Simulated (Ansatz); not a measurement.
# C₂H₇InO: basis-set convergence

How large a basis does C₂H₇InO need? Two functionals are run in growing sets.

Program: Ansatz 0.2.0, Gaussian basis. Level of theory: one geometry, several basis sets. These are calculated values, not measurements.

Plan: PBE0-D4/def2-SVP; ωB97M-V/def2-SVP; PBE0-D4/def2-QZVPP; ωB97M-V/def2-QZVPP; the functionals' def2-TZVPP values are taken from earlier runs.

## (1) The geometry

The geometry comes from an earlier relaxation with PBE0-D4 in a triple-zeta def2 set; it is a stationary point, not always the lowest conformer. In takes the def2 core potential; no spin-orbit term is included.

SMILES `C[CH](O)[InH2]`, 11 atoms, charge 0, spin multiplicity 1.

Atoms are counted from 1 here; the program's logs count them from 0.

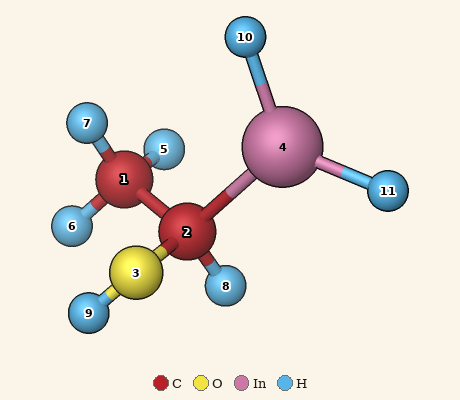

The geometry (carbon red, oxygen yellow, indium pink, hydrogen blue); atoms are numbered from 1 in the order of the file.

## (2) PBE0-D4 in def2-SVP

The input, in.yaml:

```yaml
crystal:
  periodic: [false, false, false]
  atoms:
    - {symbol: C, position_ang: [-0.702466, 1.110056, 0.397188]}
    - {symbol: C, position_ang: [-0.252977, -0.329796, 0.328316]}
    - {symbol: O, position_ang: [0.818582, -0.597539, 1.240406]}
    - {symbol: In, position_ang: [0.762006, -0.944481, -1.508724]}
    - {symbol: H, position_ang: [-1.530061, 1.294914, -0.294283]}
    - {symbol: H, position_ang: [-1.060161, 1.366891, 1.404858]}
    - {symbol: H, position_ang: [0.108285, 1.799076, 0.147783]}
    - {symbol: H, position_ang: [-1.099388, -0.993506, 0.544730]}
    - {symbol: H, position_ang: [0.540982, -0.362548, 2.132958]}
    - {symbol: H, position_ang: [1.727933, 0.235494, -2.327959]}
    - {symbol: H, position_ang: [0.687263, -2.578570, -2.065263]}
basis:
  gaussian: {orbitals: def2-SVP}
hamiltonian: {xc: pbe0, dispersion: d4}
output: {orbitals: {seedname: orbitals}}
```

The run is started by

```bash
$ ansatz run in.yaml --threads 4 --pin off --events-out ev --progress --plain --max-ram 10444MiB
```

What it wrote:

```text
Functional definition: PBE0
  name "PBE0"
  cite "Adamo & Barone, J. Chem. Phys. 110, 6158 (1999) doi:10.1063/1.478522"
  cite "Perdew, Burke & Ernzerhof, Phys. Rev. Lett. 77, 3865 (1996) doi:10.1103/PhysRevLett.77.3865"
  parent pbe
  parameter a = 0.25
  parameter kappa = 0.804
  parameter beta = 0.06672455060314922
  exchange = (1 - a)*pbe_x(kappa = kappa, mu = beta*pi^2/3) + a*exact_x
  correlation = pbe_c(beta = beta)
1232 factors; their error is unknown
mean field evaluation 1: about -9392.9804 eV, gradient 5.2e1 eV
mean field evaluation 2: about -9388.4143 eV, gradient 6.9e1 eV
mean field evaluation 4: about -9399.3692 eV, gradient 2.9e0 eV
mean field evaluation 8: about -9399.3909 eV, gradient 5.1e-2 eV
mean field evaluation 16: about -9399.4969 eV, gradient 1.5e-5 eV
mean field -9399.49686808 eV, -345.4251386943 hartree, gradient 1.5e-5 eV, S^2 0.000000; 0 other end points of the search recorded, 0 dependent functions left out
reference -9399.49690458 eV, -345.4251400353 hartree; 24, 24 occupied and 79, 79 virtual orbitals, 1232 factors
Total energy: -9399.66502862 eV, -345.4313184801 hartree
```

Wall time 1.1 s (4 threads of Arm Neoverse V2, shared host); peak memory 0.43 GiB.

## (3) ωB97M-V in def2-SVP

Changes to in.yaml since step 2:

```diff
@@ -16,3 +16,3 @@
   gaussian: {orbitals: def2-SVP}
-hamiltonian: {xc: pbe0, dispersion: d4}
+hamiltonian: {xc: {name: wB97M-V}}
 output: {orbitals: {seedname: orbitals}}
```

Same command.

What it wrote, cut to the lines that bear on the results:

```text
Functional definition: wB97M-V
  name "wB97M-V"
  cite "Mardirossian & Head-Gordon, J. Chem. Phys. 144, 214110 (2016) doi:10.1063/1.4952647"
  cite "Becke, J. Chem. Phys. 107, 8554 (1997) doi:10.1063/1.475007"
  cite "Vydrov & Van Voorhis, J. Chem. Phys. 133, 244103 (2010) doi:10.1063/1.3521275"
  # Of w^i u^j: cxij and so on, Table III.
[...]
  gx(w, u) = 1 - cx + cx01*u + cx10*w
  gss(w, u) = css00 + css04*u^4 + css10*w + css20*w^2 + css43*w^4*u^3
  gos(w, u) = cos00 + cos10*w + (cos20 + cos21*u)*w^2 + (cos60 + cos61*u)*w^6
[...]
      + integral(e_c_pw_mod_opposite_spin*gos(b97_w_opposite, b97_u_opposite)) + vv10(b, c)
1194 factors; their error is unknown
305 factors; integrals over basis functions are off by at most 7.3e-6 eV
[...]
mean field -9400.69140437 eV, -345.4690370932 hartree, gradient 7.5e-5 eV, S^2 0.000000; 0 other end points of the search recorded, 0 dependent functions left out
reference -9400.69146397 eV, -345.4690392833 hartree; 24, 24 occupied and 79, 79 virtual orbitals, 1194 factors
Total energy: -9400.69146397 eV, -345.4690392833 hartree
```

Run time: 4.2 s. Hardware: 4 threads of Arm Neoverse V2, shared host; peak memory 0.43 GiB.

## (4) PBE0-D4 in def2-QZVPP

Changes to in.yaml since step 3:

```diff
@@ -15,4 +15,4 @@
 basis:
-  gaussian: {orbitals: def2-SVP}
-hamiltonian: {xc: {name: wB97M-V}}
+  gaussian: {orbitals: "def2-QZVPP.json"}
+hamiltonian: {xc: pbe0, dispersion: d4}
 output: {orbitals: {seedname: orbitals}}
```

The command is unchanged.

What it wrote:

```text
Functional definition: PBE0
  name "PBE0"
  cite "Adamo & Barone, J. Chem. Phys. 110, 6158 (1999) doi:10.1063/1.478522"
  cite "Perdew, Burke & Ernzerhof, Phys. Rev. Lett. 77, 3865 (1996) doi:10.1103/PhysRevLett.77.3865"
  parent pbe
  parameter a = 0.25
  parameter kappa = 0.804
  parameter beta = 0.06672455060314922
  exchange = (1 - a)*pbe_x(kappa = kappa, mu = beta*pi^2/3) + a*exact_x
  correlation = pbe_c(beta = beta)
1466 factors; their error is unknown
mean field evaluation 1: about -9395.1859 eV, gradient 6.7e1 eV
mean field evaluation 2: about -9381.6535 eV, gradient 1.0e2 eV
mean field evaluation 4: about -9404.8308 eV, gradient 6.2e0 eV
mean field evaluation 8: about -9404.9037 eV, gradient 2.1e-1 eV
mean field evaluation 16: about -9404.9488 eV, gradient 1.6e-4 eV
mean field -9404.94877144 eV, -345.6254924470 hartree, gradient 4.5e-5 eV, S^2 0.000000; 0 other end points of the search recorded, 0 dependent functions left out
reference -9404.94881718 eV, -345.6254941279 hartree; 24, 24 occupied and 439, 439 virtual orbitals, 1466 factors
Total energy: -9405.11694122 eV, -345.6316725727 hartree
```

Wall time 8 s (4 threads of Arm Neoverse V2, shared host); peak memory 1.5 GiB.

## (5) ωB97M-V in def2-QZVPP

Changes to in.yaml since step 4:

```diff
@@ -16,3 +16,3 @@
   gaussian: {orbitals: "def2-QZVPP.json"}
-hamiltonian: {xc: pbe0, dispersion: d4}
+hamiltonian: {xc: {name: wB97M-V}}
 output: {orbitals: {seedname: orbitals}}
```

Launched as before.

What it wrote, cut to the lines that bear on the results:

```text
Functional definition: wB97M-V
  name "wB97M-V"
  cite "Mardirossian & Head-Gordon, J. Chem. Phys. 144, 214110 (2016) doi:10.1063/1.4952647"
  cite "Becke, J. Chem. Phys. 107, 8554 (1997) doi:10.1063/1.475007"
  cite "Vydrov & Van Voorhis, J. Chem. Phys. 133, 244103 (2010) doi:10.1063/1.3521275"
  # Of w^i u^j: cxij and so on, Table III.
[...]
  gx(w, u) = 1 - cx + cx01*u + cx10*w
  gss(w, u) = css00 + css04*u^4 + css10*w + css20*w^2 + css43*w^4*u^3
  gos(w, u) = cos00 + cos10*w + (cos20 + cos21*u)*w^2 + (cos60 + cos61*u)*w^6
[...]
      + integral(e_c_pw_mod_opposite_spin*gos(b97_w_opposite, b97_u_opposite)) + vv10(b, c)
1426 factors; their error is unknown
397 factors; integrals over basis functions are off by at most 9.8e-6 eV
[...]
mean field -9406.38141339 eV, -345.6781410677 hartree, gradient 5.2e-5 eV, S^2 0.000000; 0 other end points of the search recorded, 0 dependent functions left out
reference -9406.38148872 eV, -345.6781438362 hartree; 24, 24 occupied and 439, 439 virtual orbitals, 1426 factors
Total energy: -9406.38148872 eV, -345.6781438362 hartree
```

Run time: 20 s. Hardware: 4 threads of Arm Neoverse V2, shared host; peak memory 1.9 GiB.

## (6) Density functionals: the series

The def2-TZVPP values come from earlier runs at the same geometry.

```csv
functional,basis,functions,energy (eV),from the largest (eV),HOMO (eV),LUMO (eV)
PBE0-D4,def2-SVP,103,-9399.6650,5.452,-6.78,-1.38
PBE0-D4,def2-TZVPP,241,-9404.8244,0.292,-6.85,-1.49
PBE0-D4,def2-QZVPP,463,-9405.1169,0.000,-6.88,-1.51
ωB97M-V,def2-SVP,103,-9400.6915,5.690,-8.92,0.18
ωB97M-V,def2-TZVPP,241,-9406.0890,0.292,-9.02,-0.05
ωB97M-V,def2-QZVPP,463,-9406.3815,0.000,-9.04,-0.11
```

## (7) Results

| quantity | value |
| --- | --- |
| PBE0-D4: double and triple zeta above quadruple | 5.45, 0.29 eV |
| ωB97M-V: double and triple zeta above quadruple | 5.69, 0.29 eV |

**Reading.** For PBE0-D4 the step from double to triple zeta gains 5.16 eV and the next only 0.29 eV. These are total energies; as a rule much of such shifts cancels in differences, which this series doesn't test.

For PBE0-D4 the largest set took about 7 times as long as the smallest (8 s against 1.1 s).
